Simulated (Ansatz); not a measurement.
# AlBH5NS: shift of H7 from Al3 to N4, part 2 of 3

How high is the barrier for the shift of H7 from Al3 to N4? Relax the two ends, then run a nudged elastic band between them. SMILES of the start: B[S][AlH][NH2].

Ansatz 0.2.0; RKS PBE/def2-mTZVP. Earlier steps stand in the parts before.

### Step 5. The log goes on: end point B relaxed

Output, continued:

```text
relax step  14: F+E_penalty+E_count = -19670.65853721 eV  Δ(F+E_penalty+E_count) = -9.255e-3 eV  max|allowed force component| = 1.373e-1 eV/Å  Δτ_max = 0.0971 Å  (30 SCF iters, accepted)
these checks for a lower state are left out or cut short: starts, cluster_reference, orbital_swaps, neighbouring_geometries, increment
989 factors; their error is unknown
mean field -19670.67147792 eV, -722.8838435535 hartree, gradient 1.2e-5 eV, S^2 0.000000; 0 other end points of the search recorded, 0 dependent functions left out
the calculation of the forces begins
reference -19670.67152078 eV, -722.8838451285 hartree; 23, 23 occupied and 74, 74 virtual orbitals, 989 factors
relax step  15: F+E_penalty+E_count = -19670.67147792 eV  Δ(F+E_penalty+E_count) = -1.294e-2 eV  max|allowed force component| = 4.133e-1 eV/Å  Δτ_max = 0.1972 Å  (29 SCF iters, accepted)
these checks for a lower state are left out or cut short: starts, cluster_reference, orbital_swaps, neighbouring_geometries, increment
989 factors; their error is unknown
mean field evaluation 128: about -19670.6228 eV, gradient 4.0e0 eV
mean field -19670.68564628 eV, -722.8843642311 hartree, gradient 2.2e-5 eV, S^2 0.000000; 0 other end points of the search recorded, 0 dependent functions left out
the calculation of the forces begins
reference -19670.68568859 eV, -722.8843657862 hartree; 23, 23 occupied and 74, 74 virtual orbitals, 989 factors
relax step  16: F+E_penalty+E_count = -19670.68564628 eV  Δ(F+E_penalty+E_count) = -1.417e-2 eV  max|allowed force component| = 6.325e-1 eV/Å  Δτ_max = 0.1949 Å  (30 SCF iters, accepted)
these checks for a lower state are left out or cut short: starts, cluster_reference, orbital_swaps, neighbouring_geometries, increment
989 factors; their error is unknown
mean field -19670.70077083 eV, -722.8849200481 hartree, gradient 8.1e-6 eV, S^2 0.000000; 0 other end points of the search recorded, 0 dependent functions left out
the calculation of the forces begins
reference -19670.70081288 eV, -722.8849215934 hartree; 23, 23 occupied and 74, 74 virtual orbitals, 989 factors
relax step  17: F+E_penalty+E_count = -19670.70077083 eV  Δ(F+E_penalty+E_count) = -1.512e-2 eV  max|allowed force component| = 3.647e-1 eV/Å  Δτ_max = 0.0762 Å  (31 SCF iters, accepted)
these checks for a lower state are left out or cut short: starts, cluster_reference, orbital_swaps, neighbouring_geometries, increment
989 factors; their error is unknown
mean field -19670.70744205 eV, -722.8851652111 hartree, gradient 1.8e-5 eV, S^2 0.000000; 0 other end points of the search recorded, 0 dependent functions left out
the calculation of the forces begins
reference -19670.70748372 eV, -722.8851667422 hartree; 23, 23 occupied and 74, 74 virtual orbitals, 989 factors
relax step  18: F+E_penalty+E_count = -19670.70744205 eV  Δ(F+E_penalty+E_count) = -6.671e-3 eV  max|allowed force component| = 1.073e-1 eV/Å  Δτ_max = 0.0897 Å  (30 SCF iters, accepted)
these checks for a lower state are left out or cut short: starts, cluster_reference, orbital_swaps, neighbouring_geometries, increment
989 factors; their error is unknown
mean field -19670.71160785 eV, -722.8853183012 hartree, gradient 1.6e-5 eV, S^2 0.000000; 0 other end points of the search recorded, 0 dependent functions left out
the calculation of the forces begins
reference -19670.71164931 eV, -722.8853198249 hartree; 23, 23 occupied and 74, 74 virtual orbitals, 989 factors
relax step  19: F+E_penalty+E_count = -19670.71160785 eV  Δ(F+E_penalty+E_count) = -4.166e-3 eV  max|allowed force component| = 8.907e-2 eV/Å  Δτ_max = 0.0474 Å  (31 SCF iters, accepted)
these checks for a lower state are left out or cut short: starts, cluster_reference, orbital_swaps, neighbouring_geometries, increment
989 factors; their error is unknown
mean field evaluation 160: about -19670.7122 eV, gradient 7.6e-4 eV
mean field -19670.71217773 eV, -722.8853392438 hartree, gradient 1.6e-5 eV, S^2 0.000000; 0 other end points of the search recorded, 0 dependent functions left out
the calculation of the forces begins
reference -19670.71221936 eV, -722.8853407739 hartree; 23, 23 occupied and 74, 74 virtual orbitals, 989 factors
relax step  20: F+E_penalty+E_count = -19670.71217773 eV  Δ(F+E_penalty+E_count) = -5.699e-4 eV  max|allowed force component| = 6.182e-2 eV/Å  Δτ_max = 0.0428 Å  (31 SCF iters, accepted)
these checks for a lower state are left out or cut short: starts, cluster_reference, orbital_swaps, neighbouring_geometries, increment
989 factors; their error is unknown
mean field -19670.71315721 eV, -722.8853752393 hartree, gradient 1.7e-5 eV, S^2 0.000000; 0 other end points of the search recorded, 0 dependent functions left out
the calculation of the forces begins
reference -19670.71319874 eV, -722.8853767654 hartree; 23, 23 occupied and 74, 74 virtual orbitals, 989 factors
relax step  21: F+E_penalty+E_count = -19670.71315721 eV  Δ(F+E_penalty+E_count) = -9.795e-4 eV  max|allowed force component| = 2.209e-2 eV/Å  Δτ_max = 0.0221 Å  (31 SCF iters, accepted)
these checks for a lower state are left out or cut short: starts, cluster_reference, orbital_swaps, neighbouring_geometries, increment
989 factors; their error is unknown
mean field -19670.71327109 eV, -722.8853794242 hartree, gradient 1.7e-5 eV, S^2 0.000000; 0 other end points of the search recorded, 0 dependent functions left out
the calculation of the forces begins
reference -19670.71331264 eV, -722.8853809510 hartree; 23, 23 occupied and 74, 74 virtual orbitals, 989 factors
relax step  22: F+E_penalty+E_count = -19670.71327109 eV  Δ(F+E_penalty+E_count) = -1.139e-4 eV  max|allowed force component| = 6.975e-3 eV/Å  Δτ_max = 0.0121 Å  (32 SCF iters, accepted)
989 factors; their error is unknown
mean field evaluation 192: about -19670.7133 eV, gradient 1.1e-3 eV
mean field -19670.71327109 eV, -722.8853794242 hartree, gradient 1.7e-5 eV, S^2 0.000000; 1 other end points of the search recorded, 0 dependent functions left out
the calculation of the forces begins
reference -19670.71331264 eV, -722.8853809510 hartree; 23, 23 occupied and 74, 74 virtual orbitals, 989 factors
Total energy: -19670.71331264 eV, -722.8853809510 hartree
Atom 0 at    -1.523428     0.523485    -0.114173 Å, force    -0.003257     0.004217    -0.000364 eV/Å
Atom 1 at    -1.458052    -1.143482     0.428039 Å, force     0.001918    -0.006975     0.002723 eV/Å
Atom 2 at     0.532680    -0.149937     1.397854 Å, force    -0.001622     0.002075    -0.004618 eV/Å
Atom 3 at     1.541839    -0.530294    -0.622723 Å, force     0.001281    -0.004469     0.002880 eV/Å
Atom 4 at    -0.616654     1.302481     0.229378 Å, force     0.003890     0.002373     0.002651 eV/Å
Atom 5 at    -2.381714     0.996988    -0.805278 Å, force     0.000992    -0.001607    -0.001553 eV/Å
Atom 6 at     2.561481    -0.416896    -0.593730 Å, force    -0.002731     0.001045     0.000687 eV/Å
Atom 7 at     1.344180    -1.488314    -0.937077 Å, force    -0.002703     0.000746    -0.001232 eV/Å
Atom 8 at     1.188048     0.091110    -1.359991 Å, force     0.002232     0.002596    -0.001173 eV/Å
Dipole moment:     0.835818    -0.078419    -0.679809 e Å
```

Wall time 42 s (2 threads of Arm Neoverse V1, shared host); peak memory 0.15 GiB.

The steps of the relaxation:

| step | energy from step 1 (eV) | largest force component (eV/Å) |
| --- | --- | --- |
| 1 | 0.0000 | 2.6261 |
| 2 | -0.7776 | 1.7743 |
| 3 | -1.1781 | 0.9360 |
| 4 | -1.3557 | 0.8515 |
| 5 | -1.5073 | 0.5466 |
| 6 | -1.6297 | 0.6783 |
| 7 | -1.7051 | 0.9061 |
| 8 | -1.7480 | 0.7476 |
| 9 | -1.8550 | 0.1390 |
| 10 | -1.8814 | 0.1287 |
| 11 | -1.8936 | 0.0829 |
| 12 | -1.8992 | 0.1920 |
| 13 | -1.9048 | 0.0988 |
| 14 | -1.9140 | 0.1373 |
| 15 | -1.9270 | 0.4133 |
| 16 | -1.9411 | 0.6325 |
| 17 | -1.9563 | 0.3647 |
| 18 | -1.9629 | 0.1073 |
| 19 | -1.9671 | 0.0891 |
| 20 | -1.9677 | 0.0618 |
| 21 | -1.9686 | 0.0221 |
| 22 | -1.9688 | 0.0070 |

Step 1 is the start.

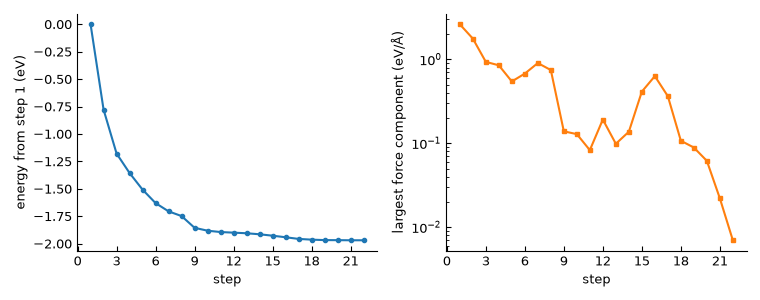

Energy and largest force along the relaxation.

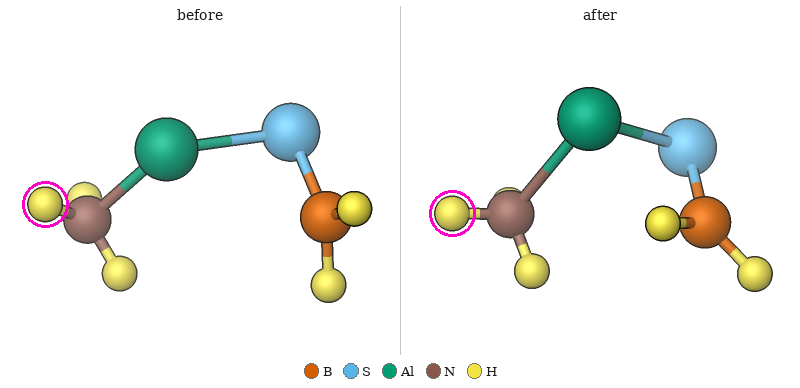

The structure before (left) and after (right), drawn at the same scale.

After: Bond lengths: B1–S2 1.754 Å, S2–Al3 2.427 Å, Al3–N4 2.290 Å, B1–H5 1.244 Å, B1–H6 1.199 Å, N4–H7 1.026 Å, N4–H8 1.027 Å, N4–H9 1.027 Å. Angles: B1–S2–Al3 76.4°, S2–B1–H5 118.9°, S2–B1–H6 125.4°, H5–B1–H6 115.7°, S2–Al3–N4 86.6°, Al3–N4–H7 113.2°, Al3–N4–H8 109.9°, Al3–N4–H9 112.4°, H7–N4–H8 107.6°, H7–N4–H9 107.2°, H8–N4–H9 106.2°.

### Step 6. The band

crystal.atoms is end A as relaxed above, and neb.final_atoms is end B, turned to lie on A. With 7 inner images the band has 9 in all. The start path is listed, through a guess of the saddle.

File input.yaml:

```yaml
crystal:
  periodic: [false, false, false]
  atoms:
    - { symbol: B, position_ang: [-1.804273, 0.87447, 0.024758] }
    - { symbol: S, position_ang: [-1.032752, 0.409379, 1.57375] }
    - { symbol: Al, position_ang: [0.91571, -0.470862, 0.903211] }
    - { symbol: "N", position_ang: [1.315944, -0.6214, -0.821238] }
    - { symbol: H, position_ang: [-2.887758, 1.381116, 0.095856] }
    - { symbol: H, position_ang: [-1.28214, 0.70178, -1.041866] }
    - { symbol: H, position_ang: [1.940759, -0.970269, 2.008781] }
    - { symbol: H, position_ang: [2.192447, -1.016653, -1.157655] }
    - { symbol: H, position_ang: [0.730464, -0.333862, -1.602696] }
basis:
  gaussian: { orbitals: def2-mTZVP }
hamiltonian:
  xc: pbe
neb:
  order_check: false
  images: 7
  f_tol: 0.05
  max_iterations: 60
  final_atoms:
    - { symbol: B, position_ang: [-1.64665423, 0.60868233, -0.14123752] }
    - { symbol: S, position_ang: [-1.64730845, -0.90201246, 0.75030479] }
    - { symbol: Al, position_ang: [0.25407003, 0.29837238, 1.66382701] }
    - { symbol: "N", position_ang: [1.44264473, -0.49626966, -0.12548541] }
    - { symbol: H, position_ang: [-0.76844581, 1.45314595, 0.10922668] }
    - { symbol: H, position_ang: [-2.43273504, 0.91322473, -0.99435941] }
    - { symbol: H, position_ang: [2.45621534, -0.36817828, -0.02731865] }
    - { symbol: H, position_ang: [1.26609736, -1.50155715, -0.24345964] }
    - { symbol: H, position_ang: [1.16451707, -0.05170884, -1.00859684] }
  initial_path:
    images:
      - { positions_ang: [[-1.804273, 0.87447, 0.024758], [-1.032752, 0.409379, 1.57375], [0.91571, -0.470862, 0.903211], [1.315944, -0.6214, -0.821238], [-2.887758, 1.381116, 0.095856], [-1.28214, 0.70178, -1.041866], [1.940759, -0.970269, 2.008781], [2.192447, -1.016653, -1.157655], [0.730464, -0.333862, -1.602696]] }
      - { positions_ang: [[-1.82764845, 0.86335044, 0.03761194], [-1.15583669, 0.12288732, 1.41497635], [0.84925914, -0.40427085, 0.92400336], [1.45994514, -0.63538314, -0.7278904], [-2.71889917, 1.49310952, 0.23832793], [-1.44643653, 0.75952093, -1.06279314], [1.93923666, -0.74316112, 1.68635777], [2.09066526, -1.18973906, -1.00812968], [0.89811564, -0.31261506, -1.51956313]] }
      - { positions_ang: [[-1.85102391, 0.85223088, 0.05046587], [-1.27892137, -0.16360435, 1.2562027], [0.78280828, -0.33767969, 0.94479572], [1.60394627, -0.64936627, -0.6345428], [-2.55004034, 1.60510305, 0.38079986], [-1.61073307, 0.81726187, -1.08372029], [1.93771433, -0.51605324, 1.36393454], [1.98888353, -1.36282513, -0.85860436], [1.06576728, -0.29136811, -1.43643025]] }
      - { positions_ang: [[-1.87439936, 0.84111132, 0.06331981], [-1.40200606, -0.45009603, 1.09742905], [0.71635741, -0.27108854, 0.96558809], [1.74794741, -0.66334941, -0.5411952], [-2.38118151, 1.71709657, 0.52327179], [-1.7750296, 0.8750028, -1.10464743], [1.93619199, -0.28894536, 1.04151131], [1.88710179, -1.53591119, -0.70907903], [1.23341892, -0.27012117, -1.35329738]] }
      - { positions_ang: [[-1.89777482, 0.82999177, 0.07617375], [-1.52509074, -0.7365877, 0.9386554], [0.64990655, -0.20449738, 0.98638045], [1.89194855, -0.67733255, -0.4478476], [-2.21232268, 1.82909009, 0.66574372], [-1.93932613, 0.93274374, -1.12557457], [1.93466965, -0.06183749, 0.71908808], [1.78532005, -1.70899725, -0.55955371], [1.40107056, -0.24887422, -1.27016451]] }
      - { positions_ang: [[-1.83499467, 0.77466441, 0.02182093], [-1.55564517, -0.77794389, 0.89156775], [0.55094742, -0.07877994, 1.15574209], [1.77962259, -0.63206683, -0.36725706], [-1.85135346, 1.73510406, 0.52661446], [-2.06267836, 0.92786398, -1.09277078], [2.06505608, -0.13842268, 0.5324864], [1.65551438, -1.65713723, -0.48053019], [1.34193218, -0.19958288, -1.20477259]] }
      - { positions_ang: [[-1.77221452, 0.71933705, -0.03253189], [-1.58619959, -0.81930008, 0.84448009], [0.45198829, 0.0469375, 1.32510373], [1.66729664, -0.5868011, -0.28666651], [-1.49038424, 1.64111802, 0.3874852], [-2.18603059, 0.92298423, -1.05996699], [2.1954425, -0.21500788, 0.34588471], [1.52570871, -1.6052772, -0.40150668], [1.28279381, -0.15029153, -1.13938067]] }
      - { positions_ang: [[-1.70943438, 0.66400969, -0.08688471], [-1.61675402, -0.86065627, 0.79739244], [0.35302916, 0.17265494, 1.49446537], [1.55497068, -0.54153538, -0.20607596], [-1.12941503, 1.54713198, 0.24835594], [-2.30938281, 0.91810448, -1.0271632], [2.32582892, -0.29159308, 0.15928303], [1.39590303, -1.55341718, -0.32248316], [1.22365544, -0.10100018, -1.07398875]] }
      - { positions_ang: [[-1.64665423, 0.60868233, -0.14123752], [-1.64730845, -0.90201246, 0.75030479], [0.25407003, 0.29837238, 1.66382701], [1.44264473, -0.49626966, -0.12548541], [-0.76844581, 1.45314595, 0.10922668], [-2.43273504, 0.91322473, -0.99435941], [2.45621534, -0.36817828, -0.02731865], [1.26609736, -1.50155715, -0.24345964], [1.16451707, -0.05170884, -1.00859684]] }
```

On the command line:

```
$ ansatz run input.yaml --threads 2 --pin off --max-ram 3072MiB --backend cpu --events-out ev --progress --plain --runs-dir out
```

The program printed (excerpt; [...] marks lines left out):

```text
Warning: RAYON_NUM_THREADS=2 ignored (pool sized by the plan → 2); use --threads N
[...]
[... 1 set-up line as earlier in the session ...]
[...]
989 factors; their error is unknown
[...]
mean field -19671.45965375 eV, -722.9128084809 hartree, gradient 2.2e-5 eV, S^2 0.000000; 0 other end points of the search recorded, 0 dependent functions left out
[...]
reference -19671.45969974 eV, -722.9128101713 hartree; 23, 23 occupied and 74, 74 virtual orbitals, 989 factors
989 factors; their error is unknown
[...]
reference -19669.61597456 eV, -722.8450545206 hartree; 23, 23 occupied and 74, 74 virtual orbitals, 989 factors
NEB iter   1: max|band force component| = 1.252e1 eV/Å  barrier→ = 5.5864 eV  barrier← = 4.8400 eV  Δτ_max = 0.1984 Å  (307 SCF iters)
[...]
NEB iter   2: max|band force component| = 4.510e0 eV/Å  barrier→ = 4.0358 eV  barrier← = 3.2894 eV  Δτ_max = 0.2000 Å  (244 SCF iters)
NEB iter   3: max|band force component| = 1.980e0 eV/Å  barrier→ = 3.3631 eV  barrier← = 2.6167 eV  Δτ_max = 0.1997 Å  (242 SCF iters)
```

### Step 7. The output, continued: band between the two ends

The log, continued (excerpt; [...] marks lines left out):

```text
NEB iter   4: max|band force component| = 9.283e-1 eV/Å  barrier→ = 3.0773 eV  barrier← = 2.3310 eV  Δτ_max = 0.1982 Å  (246 SCF iters)
[...]
NEB iter  13: max|band force component| = 4.638e-1 eV/Å  barrier→ = 2.6915 eV  barrier← = 1.9451 eV  CI = image 3  Δτ_max = 0.1002 Å  (213 SCF iters)
[...]
NEB iter  22: max|band force component| = 1.655e-1 eV/Å  barrier→ = 2.5091 eV  barrier← = 1.7627 eV  CI = image 3  Δτ_max = 0.1003 Å  (212 SCF iters)
[...]
Atom 5 at    -1.298819     0.296205    -0.973945 Å, force    -0.001152    -0.002084     0.000251 eV/Å
Atom 6 at     2.185026    -0.687697     0.755610 Å, force     0.000058    -0.000295    -0.000693 eV/Å
Atom 7 at     1.817339    -1.214959    -1.027726 Å, force     0.000071     0.001449    -0.001125 eV/Å
Atom 8 at     1.232606     0.358037    -1.055189 Å, force    -0.000424     0.000759     0.001153 eV/Å
Dipole moment:     0.420910    -0.143656    -0.493424 e Å
this run last wrote the band of iteration 40 to <dir>
```

Run time: 7.4 min. Hardware: 2 threads of Arm Neoverse V1, shared host; peak memory 0.13 GiB.

### Step 8. What the band shows

The 7 inner images lie between the fixed ends 0 and 8. Energy is taken from image 0, and the path length is the program's own coordinate along the band.

| image | path (Å) | energy (eV) | H7–Al3 (Å) | H7–N4 (Å) | band force (eV/Å) |
| --- | --- | --- | --- | --- | --- |
| 0 | 0.000 | 0.0000 | 1.59 | 2.92 | - |
| 1 | 0.761 | 0.1392 | 1.58 | 2.74 | 0.004 |
| 2 | 1.521 | 1.1551 | 1.58 | 2.23 | 0.005 |
| 3* | 2.281 | 2.4977 | 1.74 | 1.51 | 0.002 |
| 4 | 3.942 | 0.8326 | 2.78 | 1.03 | 0.017 |
| 5 | 5.605 | 0.8905 | 2.78 | 1.03 | 0.038 |
| 6 | 7.259 | 1.1216 | 2.81 | 1.03 | 0.036 |
| 7 | 8.912 | 0.9009 | 2.83 | 1.03 | 0.012 |
| 8 | 10.562 | 0.7464 | 2.86 | 1.03 | - |

The star marks the climbing image.

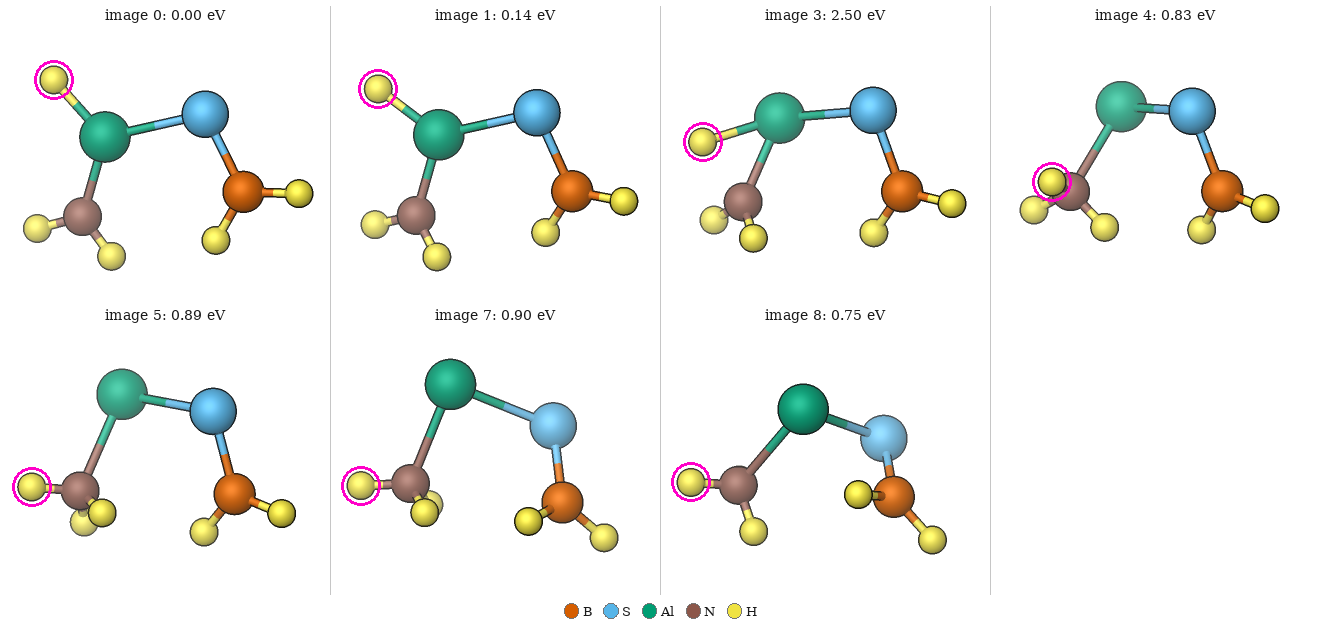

The images of the last band, seen from a chosen angle. Ringed: H7. Sticks join atoms closer than a bonding distance in each image.

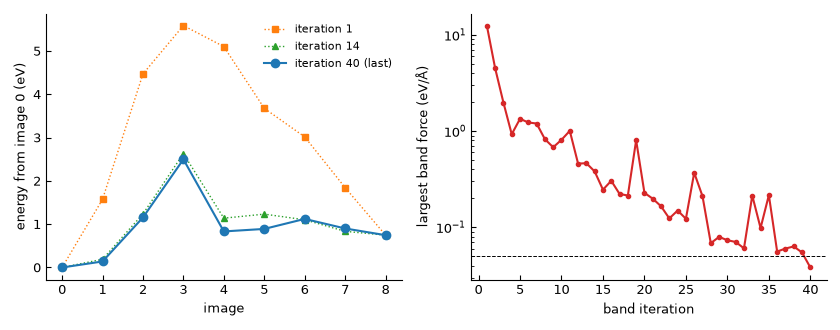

Left: energy of each image for early iterations and the last one (lines only join the points; early values far above the last band run off the scale). Right: the largest band force by iteration, with the threshold dashed.

The top of the band by iteration:

| iteration | highest image above image 0 (eV) | largest band force (eV/Å) |
| --- | --- | --- |
| 1 | 5.5864 | 12.516 |
| 4 | 3.0773 | 0.928 |
| 7 | 2.2323 | 1.200 |
| 10 | 2.6324 | 0.812 |
| 13 | 2.6915 | 0.464 |
| 16 | 2.5278 | 0.304 |
| 19 | 2.5230 | 0.803 |
| 22 | 2.5091 | 0.166 |
| 25 | 2.5040 | 0.123 |
| 28 | 2.5006 | 0.068 |
| 31 | 2.4989 | 0.070 |
| 34 | 2.4981 | 0.098 |
| 37 | 2.4978 | 0.060 |
| 40 | 2.4977 | 0.038 |

The band as a trajectory file:

```xyz
9
image=0 dE=0.0000
B    -1.804    0.874    0.025
S    -1.033    0.409    1.574
Al    0.916   -0.471    0.903
N     1.316   -0.621   -0.821
H    -2.888    1.381    0.096
H    -1.282    0.702   -1.042
H     1.941   -0.970    2.009
H     2.192   -1.017   -1.158
H     0.730   -0.334   -1.603
9
image=1 dE=0.1392
B    -1.795    0.769    0.013
S    -1.050    0.517    1.630
Al    0.834   -0.486    0.946
N     1.257   -0.511   -0.772
H    -2.772    1.459   -0.048
H    -1.343    0.266   -0.976
H     2.044   -1.026    1.806
H     2.020   -1.102   -1.096
H     0.894    0.068   -1.521
9
image=2 dE=1.1551
B    -1.795    0.758    0.005
S    -1.161    0.440    1.659
Al    0.670   -0.719    1.029
N     1.220   -0.499   -0.651
H    -2.730    1.503   -0.095
H    -1.314    0.252   -0.969
H     2.220   -0.885    1.304
H     1.888   -1.177   -1.016
H     1.091    0.281   -1.282
9
image=3 dE=2.4977
B    -1.792    0.776    0.014
S    -1.193    0.418    1.657
Al    0.531   -1.020    1.175
N     1.331   -0.496   -0.479
H    -2.724    1.525   -0.083
H    -1.299    0.296   -0.974
H     2.185   -0.688    0.756
H     1.817   -1.215   -1.028
H     1.233    0.358   -1.055
9
image=4 dE=0.8326
B    -1.581    0.803    0.025
S    -0.956    0.472    1.652
Al    0.198   -1.609    1.280
N     1.383   -0.545   -0.271
H    -2.340    1.718   -0.140
H    -1.277    0.141   -0.948
H     1.903    0.249    0.120
H     2.046   -1.129   -0.792
H     0.712   -0.146   -0.944
9
image=5 dE=0.8905
B    -1.645    0.722   -0.056
S    -1.193    0.432    1.637
Al    0.447   -1.315    1.611
N     1.403   -0.480   -0.240
H    -2.515    1.514   -0.294
H    -1.117    0.158   -0.989
H     2.425   -0.454   -0.143
H     1.203   -1.085   -1.047
H     1.079    0.461   -0.495
9
image=6 dE=1.1216
B    -1.602    0.570   -0.167
S    -1.537   -0.080    1.500
Al    0.620   -0.874    1.922
N     1.360   -0.375   -0.186
H    -1.553    1.758   -0.355
H    -1.677   -0.168   -1.122
H     2.309   -0.737   -0.323
H     0.768   -0.776   -0.922
H     1.400    0.636   -0.364
9
image=7 dE=0.9009
B    -1.628    0.569   -0.270
S    -1.573   -0.565    1.096
Al    0.631   -0.408    2.032
N     1.413   -0.405   -0.067
H    -0.791    1.422   -0.468
H    -2.536    0.484   -1.047
H     2.416   -0.604   -0.149
H     0.909   -1.066   -0.672
H     1.246    0.527   -0.472
9
image=8 dE=0.7464
B    -1.647    0.609   -0.141
S    -1.647   -0.902    0.750
Al    0.254    0.298    1.664
N     1.443   -0.496   -0.125
H    -0.768    1.453    0.109
H    -2.433    0.913   -0.994
H     2.456   -0.368   -0.027
H     1.266   -1.502   -0.243
H     1.165   -0.052   -1.009
```

[end of part 2 of 3]
